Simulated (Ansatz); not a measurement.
**WCH₂ (singlet): wave-function methods side by side at a displaced geometry (v2), def2-SVP**

How much of the correlation energy of WCH₂ (singlet) does each wave-function method recover here?

Method: def2-SVP, core rule «outside noble gas», up to 5 orbitals frozen; program: Ansatz 0.2.0, Gaussian basis.

The runs, in order: UHF; CCSD(T) on RHF; CCSD(T) on UHF; CISD; CCSDT(Q) on RHF; CASSCF and MRCISD+Q, 8 electrons in 8 orbitals; CASSCF and NEVPT2, 8 electrons in 8 orbitals.

20 further runs of the same task are left out: 1 for a known fault of the program, 9 that didn't finish, 10 set aside as unsound or not needed.

**1. What is computed**

The geometry is a PBE0/def2-TZVP stationary point (not a proven minimum) with its atoms shifted at random (size 0.100 Å). No spin-orbit coupling is included. Elements past krypton take def2 core potentials.

4 atoms, charge 0, spin multiplicity 1.

Atoms are counted from 1 here; the program's logs count them from 0.

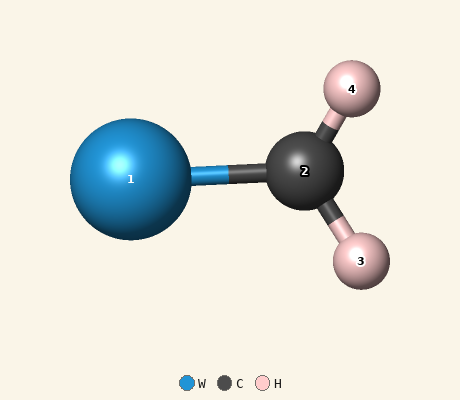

The geometry (tungsten blue, carbon dark grey, hydrogen pink); atoms are numbered from 1 in the order of the file.

In the tables R marks a restricted determinant and U an unrestricted one; 'frontier' is the active space of 8 electrons in 8 orbitals; energies count from the table's Hartree-Fock row.

**2. UHF**

Input file in.yaml:

```yaml
crystal:
  periodic: [false, false, false]
  atoms:
    - {symbol: W, position_ang: [0.010484, 0.000018, 0.134923]}
    - {symbol: C, position_ang: [-0.154390, 0.008392, -1.688788]}
    - {symbol: H, position_ang: [-0.077770, -0.962787, -2.251670]}
    - {symbol: H, position_ang: [0.005339, 0.859454, -2.233456]}
basis:
  gaussian: {orbitals: def2-SVP}
magnetization: {spin_polarized: true, initial_magnetization: 0}
hamiltonian: {xc: hf}
output: {orbitals: {seedname: orbitals}}
```

On the command line:

```sh
$ ansatz run in.yaml --threads 1 --pin off --events-out ev --progress --plain --max-ram 2393MiB
```

The log of the run (excerpt; [...] marks lines left out):

```text
Functional definition: HF
  name "HF"
  cite "Fock, Z. Phys. 61, 126 (1930) doi:10.1007/BF01340294"
  parent pbe
[...]
567 factors; integrals over basis functions are off by at most 1.1e-3 eV
[...]
mean field -2862.96995152 eV, -105.2122051277 hartree, gradient 2.0e-6 eV, S^2 1.990895; 14 other end points of the search recorded, 0 dependent functions left out
reference -2862.96995152 eV, -105.2122051277 hartree; 11, 11 occupied and 45, 45 virtual orbitals, 567 factors
Total energy: -2862.96995152 eV, -105.2122051277 hartree
```

Wall time 10 s (1 thread of Arm Neoverse V1, shared host).

From the report: ⟨S²⟩ of the determinant 1.991 (pure singlet: 0.00). The determinant is far from a pure spin state, so its energy mixes those of several spin states (harmless only where they are near-degenerate, as at dissociation).

The unrestricted solution breaks the spin symmetry, so the restricted determinant is unstable here.

**3. CCSD(T) on RHF**

in.yaml: that of step 2 with these lines changed.

```diff
@@ -9,4 +9,3 @@
   gaussian: {orbitals: def2-SVP}
-magnetization: {spin_polarized: true, initial_magnetization: 0}
-hamiltonian: {xc: hf}
-output: {orbitals: {seedname: orbitals}}
+magnetization: {spin_polarized: false}
+correlation: {method: ccsd_t, electrons: outside_noble_gas}
```

The command is unchanged.

The log of the run (excerpt; [...] marks lines left out):

```text
Functional definition: HF
  name "HF"
  cite "Fock, Z. Phys. 61, 126 (1930) doi:10.1007/BF01340294"
  parent pbe
[...]
567 factors; integrals over basis functions are off by at most 1.1e-3 eV
[...]
mean field -2861.89131622 eV, -105.1725660113 hartree, gradient 2.0e-6 eV, S^2 0.000000; 14 other end points of the search recorded, 0 dependent functions left out; unrestricted orbitals would lower it
[...]
determinant -2861.89131622 eV, -105.1725660113 hartree, with singles and doubles -2870.13860177 eV, -105.4756481651 hartree
determinant -2861.84518087 eV, -105.1708705687 hartree, with singles and doubles -2870.11701673 eV, -105.4748549296 hartree
determinant -2860.68125566 eV, -105.1280971060 hartree, with singles and doubles -2869.27453565 eV, -105.4438943210 hartree
[...]
determinant -2861.84518087 eV, -105.1708705687 hartree, with singles and doubles -2870.12886228 eV, -105.4752902456 hartree
determinant -2861.84518065 eV, -105.1708705606 hartree, with singles and doubles -2870.11701310 eV, -105.4748547962 hartree
determinant -2861.84518065 eV, -105.1708705606 hartree, with singles and doubles -2870.12886390 eV, -105.4752903053 hartree
unrestricted determinant -2862.96868880 eV, -105.2121587235 hartree, S^2 2.1022
5 core orbitals not correlated: weight in the atoms' cores, before any rotation towards them, 0.996 or more for the frozen orbitals, at most 0.002 for the correlated occupied ones
reference -2861.89131622 eV, -105.1725660113 hartree; 6, 6 occupied and 45, 45 virtual orbitals, 567 factors
second order -7.83063043 eV of doubles, -0.00000000 eV of singles
cycle   1  -8.25645879 eV  change    5.2e-6 eV  update   7.3e-6
perturbative correction -0.45594700 eV, -0.0167557430 hartree
Total energy: -2870.60372200 eV, -105.4927410184 hartree
```

It took 17 s on 1 thread of Arm Neoverse V1, shared host.

From the report: correlation -8.7124 eV; T1 0.029; largest double amplitude 0.11.

**4. CCSD(T) on UHF**

in.yaml: that of step 3 with these lines changed.

```diff
@@ -9,3 +9,3 @@
   gaussian: {orbitals: def2-SVP}
-magnetization: {spin_polarized: false}
+magnetization: {spin_polarized: true, initial_magnetization: 0}
 correlation: {method: ccsd_t, electrons: outside_noble_gas}
```

Launched as before.

The log of the run (excerpt; [...] marks lines left out):

```text
Functional definition: HF
  name "HF"
  cite "Fock, Z. Phys. 61, 126 (1930) doi:10.1007/BF01340294"
  parent pbe
[...]
567 factors; integrals over basis functions are off by at most 1.1e-3 eV
[...]
mean field -2862.96995152 eV, -105.2122051277 hartree, gradient 2.0e-6 eV, S^2 1.990895; 27 other end points of the search recorded, 0 dependent functions left out
determinant -2862.96995152 eV, -105.2122051277 hartree, with singles and doubles -2870.80739326 eV, -105.5002257993 hartree
determinant -2862.96868880 eV, -105.2121587235 hartree, with singles and doubles -2870.77570729 eV, -105.4990613612 hartree
determinant -2862.96809325 eV, -105.2121368373 hartree, with singles and doubles -2870.80656409 eV, -105.5001953276 hartree
determinant -2862.93472014 eV, -105.2109103981 hartree, with singles and doubles -2870.76762353 eV, -105.4987642884 hartree
[...]
determinant -2862.61618535 eV, -105.1992044606 hartree, with singles and doubles -2870.71282730 eV, -105.4967505641 hartree
determinant -2862.53713709 eV, -105.1962994908 hartree, with singles and doubles -2870.64418198 eV, -105.4942278954 hartree
5 core orbitals not correlated: weight in the atoms' cores, before any rotation towards them, 0.995 or more for the frozen orbitals, at most 0.002 for the correlated occupied ones
reference -2862.87449611 eV, -105.2086972059 hartree; 6, 6 occupied and 45, 45 virtual orbitals, 567 factors
second order -6.98313517 eV of doubles, -0.00000000 eV of singles
cycle   1  -8.07683141 eV  change    1.7e-6 eV  update   6.4e-6
[...]
cycle   3  -8.07682347 eV  change    5.7e-6 eV  update   4.7e-6
perturbative correction -0.64782449 eV, -0.0238071108 hartree
WARN: the results are in doubt because among natural orbitals the method converges to other amplitudes
Total energy: -2871.59914407 eV, -105.5293221046 hartree
In doubt: among natural orbitals the method converges to other amplitudes
```

Run time: 85 s. Hardware: 1 thread of Arm Neoverse V1, shared host.

From the report: ⟨S²⟩ of the determinant 2.025 (pure singlet: 0.00); correlation -8.7246 eV; T1 0.071; largest double amplitude 0.27. The determinant is far from a pure spin state, so its energy mixes those of several spin states (harmless only where they are near-degenerate, as at dissociation). The program marks this result as in doubt; its last lines say why.

**5. CISD**

in.yaml: that of step 4 with these lines changed.

```diff
@@ -9,3 +9,2 @@
   gaussian: {orbitals: def2-SVP}
-magnetization: {spin_polarized: true, initial_magnetization: 0}
-correlation: {method: ccsd_t, electrons: outside_noble_gas}
+correlation: {active_space: {ras: {orbitals: [6, 0, 45], electrons: 12, max_holes: 2, max_particles: 2}, fixed_orbitals: true}}
```

Same command.

The log of the run:

```text
Functional definition: HF
  name "HF"
  cite "Fock, Z. Phys. 61, 126 (1930) doi:10.1007/BF01340294"
  parent pbe
  exchange = exact_x
  correlation = 0
567 factors; integrals over basis functions are off by at most 1.1e-3 eV
mean field evaluation 1: about -2856.6362 eV, gradient 4.1e1 eV
mean field evaluation 2: about -2856.6432 eV, gradient 4.1e1 eV
mean field evaluation 4: about -2861.1660 eV, gradient 3.8e0 eV
mean field evaluation 8: about -2861.4804 eV, gradient 1.2e0 eV
mean field evaluation 16: about -2861.8909 eV, gradient 5.2e-1 eV
mean field evaluation 32: about -2861.8914 eV, gradient 5.7e-3 eV
mean field evaluation 64: about -2861.8573 eV, gradient 5.3e-2 eV
mean field evaluation 96: about -2861.8771 eV, gradient 2.7e0 eV
mean field evaluation 128: about -2861.8913 eV, gradient 1.3e-2 eV
mean field -2861.89131622 eV, -105.1725660113 hartree, gradient 2.0e-6 eV, S^2 0.000000; 10 other end points of the search recorded, 0 dependent functions left out
reference -2861.89131622 eV, -105.1725660113 hartree; 11, 11 occupied and 45, 45 virtual orbitals, 567 factors
state -2869.24341865 eV, -105.4427507924 hartree
Total energy: -2869.24341865 eV, -105.4427507924 hartree
```

Run time: 4.3 s. Hardware: 1 thread of Arm Neoverse V1, shared host.

From the report: 103,141 determinants.

**6. CCSDT(Q) on RHF**

in.yaml: that of step 5 with these lines changed.

```diff
@@ -9,2 +9,3 @@
   gaussian: {orbitals: def2-SVP}
-correlation: {active_space: {ras: {orbitals: [6, 0, 45], electrons: 12, max_holes: 2, max_particles: 2}, fixed_orbitals: true}}
+magnetization: {spin_polarized: false}
+correlation: {method: ccsdt_q, electrons: outside_noble_gas}
```

The command is unchanged.

The log of the run (excerpt; [...] marks lines left out):

```text
Functional definition: HF
  name "HF"
  cite "Fock, Z. Phys. 61, 126 (1930) doi:10.1007/BF01340294"
  parent pbe
[...]
1059 factors; integrals over basis functions are off by at most 1.7e-7 eV
[...]
mean field -2861.89135230 eV, -105.1725673372 hartree, gradient 2.1e-6 eV, S^2 0.000000; 14 other end points of the search recorded, 0 dependent functions left out; unrestricted orbitals would lower it
[...]
determinant -2861.89135230 eV, -105.1725673372 hartree, with singles and doubles -2870.13864329 eV, -105.4756496912 hartree
determinant -2861.84521771 eV, -105.1708719224 hartree, with singles and doubles -2870.11705720 eV, -105.4748564169 hartree
determinant -2860.68129338 eV, -105.1280984925 hartree, with singles and doubles -2869.27457137 eV, -105.4438956338 hartree
[...]
determinant -2861.84521771 eV, -105.1708719224 hartree, with singles and doubles -2870.12890448 eV, -105.4752917964 hartree
determinant -2861.84521749 eV, -105.1708719142 hartree, with singles and doubles -2870.11705551 eV, -105.4748563548 hartree
determinant -2861.84521749 eV, -105.1708719142 hartree, with singles and doubles -2870.12890507 eV, -105.4752918181 hartree
[...]
unrestricted determinant -2862.96872626 eV, -105.2121601003 hartree, S^2 2.1022
5 core orbitals not correlated: weight in the atoms' cores, before any rotation towards them, 0.996 or more for the frozen orbitals, at most 0.002 for the correlated occupied ones
reference -2861.89135230 eV, -105.1725673372 hartree; 6, 6 occupied and 45, 45 virtual orbitals, 1059 factors
second order -7.83067616 eV of doubles, -0.00000000 eV of singles
cycle   1  -7.75141375 eV  change    7.9e-2 eV  update   1.4e-1
[...]
cycle  67  -8.76823456 eV  change   -2.4e-8 eV  update   3.3e-7
perturbative correction -0.05016399 eV, -0.0018434926 hartree
Total energy: -2870.70975085 eV, -105.4966375067 hartree
```

Wall time 2.3 min (1 thread of Arm Neoverse V1, shared host); peak memory 0.55 GiB.

From the report: correlation -8.8184 eV; T1 0.028; largest double amplitude 0.18.

**7. CASSCF and MRCISD+Q, 8 electrons in 8 orbitals**

in.yaml: that of step 6 with these lines changed.

```diff
@@ -9,3 +9,2 @@
   gaussian: {orbitals: def2-SVP}
-magnetization: {spin_polarized: false}
-correlation: {method: ccsdt_q, electrons: outside_noble_gas}
+correlation: {method: fic_mrcisd_q, electrons: outside_noble_gas, active_space: {window: {electrons: 8, orbitals: 8}}}
```

Launched as before.

The log of the run (excerpt; [...] marks lines left out):

```text
Functional definition: HF
  name "HF"
  cite "Fock, Z. Phys. 61, 126 (1930) doi:10.1007/BF01340294"
  parent pbe
[...]
567 factors; integrals over basis functions are off by at most 1.1e-3 eV
[...]
mean field -2861.89131622 eV, -105.1725660113 hartree, gradient 2.0e-6 eV, S^2 0.000000; 10 other end points of the search recorded, 0 dependent functions left out; unrestricted orbitals would lower it
reference -2861.89131622 eV, -105.1725660113 hartree; 11, 11 occupied and 45, 45 virtual orbitals, 567 factors
state -2864.92654853 eV, -105.2841087416 hartree
contracted CI cycle   1: correlation 0.00000000 eV, 0.0000000000 hartree, residual 1.90e1 eV
contracted CI cycle   2: correlation -4.80801871 eV, -0.1766914285 hartree, residual 3.65e0 eV
contracted CI cycle   3: correlation -5.02141148 eV, -0.1845334684 hartree, residual 1.02e0 eV
[...]
contracted CI cycle   6: correlation -5.50269319 eV, -0.2022202447 hartree, residual 1.54e-1 eV
contracted CI cycle   7: correlation -5.50327289 eV, -0.2022415484 hartree, residual 7.81e-2 eV
contracted CI cycle   8: correlation -5.50342114 eV, -0.2022469964 hartree, residual 4.15e-2 eV
contracted CI cycle   9: correlation -5.50346038 eV, -0.2022484387 hartree, residual 2.22e-2 eV
contracted CI cycle  10: correlation -5.50347168 eV, -0.2022488539 hartree, residual 1.15e-2 eV
contracted CI cycle  11: correlation -5.50347467 eV, -0.2022489637 hartree, residual 5.71e-3 eV
contracted CI cycle  12: correlation -5.50347539 eV, -0.2022489902 hartree, residual 2.78e-3 eV
contracted CI cycle  13: correlation -5.50347557 eV, -0.2022489968 hartree, residual 1.51e-3 eV
state -2864.43269998 eV, -105.2659601420 hartree; corrected -2870.49382112 eV, -105.4887022356 hartree
state -2864.92654853 eV, -105.2841087416 hartree; corrected -2870.51458991 eV, -105.4894654744 hartree
Total energy: -2870.51458991 eV, -105.4894654744 hartree
```

It took 23 s on 1 thread of Arm Neoverse V1, shared host; peak memory 0.34 GiB.

From the report: 4,900 determinants; active occupations 1.98, 1.98, 1.96, 1.92, 0.08, 0.04, 0.02, 0.02.

**8. CASSCF and NEVPT2, 8 electrons in 8 orbitals**

in.yaml: that of step 7 with these lines changed.

```diff
@@ -9,2 +9,2 @@
   gaussian: {orbitals: def2-SVP}
-correlation: {method: fic_mrcisd_q, electrons: outside_noble_gas, active_space: {window: {electrons: 8, orbitals: 8}}}
+correlation: {method: sc_nevpt2, electrons: outside_noble_gas, active_space: {window: {electrons: 8, orbitals: 8}}}
```

Launched as before.

The log of the run (excerpt; [...] marks lines left out):

```text
Functional definition: HF
  name "HF"
  cite "Fock, Z. Phys. 61, 126 (1930) doi:10.1007/BF01340294"
  parent pbe
[...]
567 factors; integrals over basis functions are off by at most 1.1e-3 eV
[...]
mean field -2861.89131622 eV, -105.1725660113 hartree, gradient 2.0e-6 eV, S^2 0.000000; 10 other end points of the search recorded, 0 dependent functions left out; unrestricted orbitals would lower it
reference -2861.89131622 eV, -105.1725660113 hartree; 11, 11 occupied and 45, 45 virtual orbitals, 567 factors
state -2864.92654853 eV, -105.2841087416 hartree
state -2864.92654853 eV, -105.2841087416 hartree; corrected -2869.44662474 eV, -105.4502184784 hartree
state -2864.43269998 eV, -105.2659601420 hartree
state -2864.43269998 eV, -105.2659601420 hartree; corrected -2869.49033172 eV, -105.4518246802 hartree
state -2864.43269998 eV, -105.2659601420 hartree; corrected -2869.49033172 eV, -105.4518246802 hartree
the orbitals are reached from a further start. From the first start the search ends at -2864.92501551 eV, -105.2840524042 hartree
WARN: the results are in doubt because another end's mean lies 0.494 eV lower, and its corrected mean 0.044 eV higher
Total energy: -2869.49033172 eV, -105.4518246802 hartree
In doubt: another end's mean lies 0.494 eV lower, and its corrected mean 0.044 eV higher
```

Run time: 15 s. Hardware: 1 thread of Arm Neoverse V1, shared host.

From the report: 4,900 determinants; active occupations 1.98, 1.96, 1.96, 1.91, 0.10, 0.04, 0.03, 0.02. The program marks this result as in doubt; its last lines say why.

**9. Misses and costs**

No level here is safe as a reference; RCCSDT(Q) serves as a yardstick only. Rows without a time come out of other runs: HF, MP2 and CCSD of CCSD(T), CCSDT of CCSDT(Q), CASSCF and MRCISD of the multireference runs.

Differences are taken before rounding.

```
           method  energy from the lowest RHF (kcal/mol)  from RCCSDT(Q) (kcal/mol)     time
              RHF                                   0.00                    +203.36         
              UHF                                 -24.87                    +178.48     10 s
             RMP2                                -180.58                     +22.78         
             UMP2                                -183.71                     +19.65         
            RCCSD                                -190.40                     +12.96         
            UCCSD                                -208.93                      -5.57         
         RCCSD(T)                                -200.91                      +2.45     17 s
         UCCSD(T)                                -223.87                     -20.51     85 s
           RCCSDT                                -202.20                      +1.16         
        RCCSDT(Q)                                -203.36                          0  2.3 min
  CASSCF frontier                                 -69.99                    +133.36         
  MRCISD frontier                                -186.45                     +16.91         
MRCISD+Q frontier                                -198.86                      +4.50     23 s
```

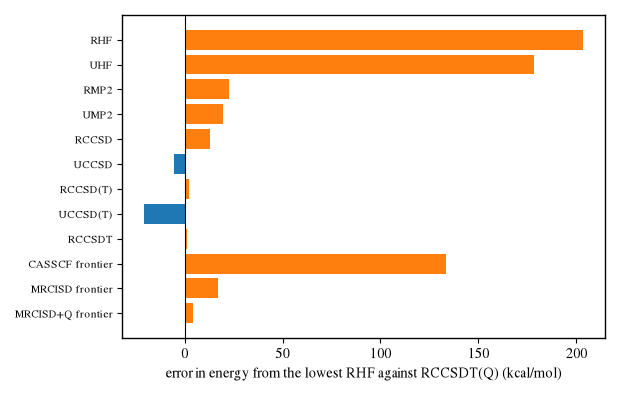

How far each level lands from RCCSDT(Q).

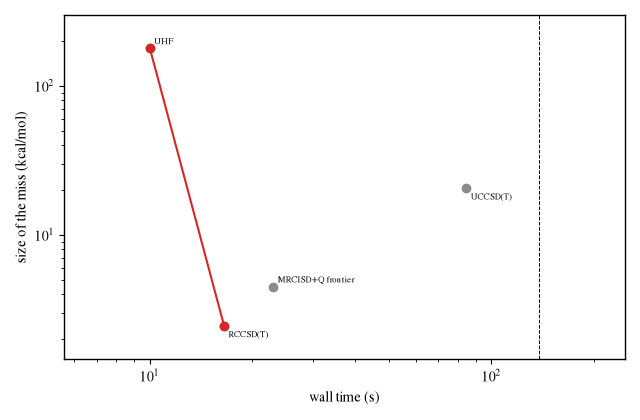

Miss against cost. Red marks the levels that no quicker level drawn beats (of those quicker than the yardstick), and the dashed line is the time of RCCSDT(Q). Times are from a shared host.

Not comparable, so not listed: CISD; CASSCF and NEVPT2, 8 electrons in 8 orbitals (they don't share determinant, frozen orbitals or solution with the rows shown, or repeat one).

The program flags UCCSD(T) as in doubt (see the logs), so those rows may rest on another solution; read them beside their warnings.

**10. Results**

```
                        quantity            value
  RCCSDT(Q) below the RHF energy       -8.8184 eV
             RMP2 from RCCSDT(Q)  +22.78 kcal/mol
             UMP2 from RCCSDT(Q)  +19.65 kcal/mol
            RCCSD from RCCSDT(Q)  +12.96 kcal/mol
         RCCSD(T) from RCCSDT(Q)   +2.45 kcal/mol
         UCCSD(T) from RCCSDT(Q)  -20.51 kcal/mol
MRCISD+Q frontier from RCCSDT(Q)   +4.50 kcal/mol
                   T1 diagnostic            0.029
```

RCCSD(T) misses by +2.45 kcal/mol, 1.2 % of the correlation energy. CCSD(T) misses by +2.45 kcal/mol on the restricted determinant and by -20.51 kcal/mol on the unrestricted one; the two need not hold the same state or core. Coupled cluster took another determinant than the lowest Hartree-Fock one. Warnings: restricted reference is unstable; spin contamination; coupled cluster took another determinant than the lowest; large T1 diagnostic.
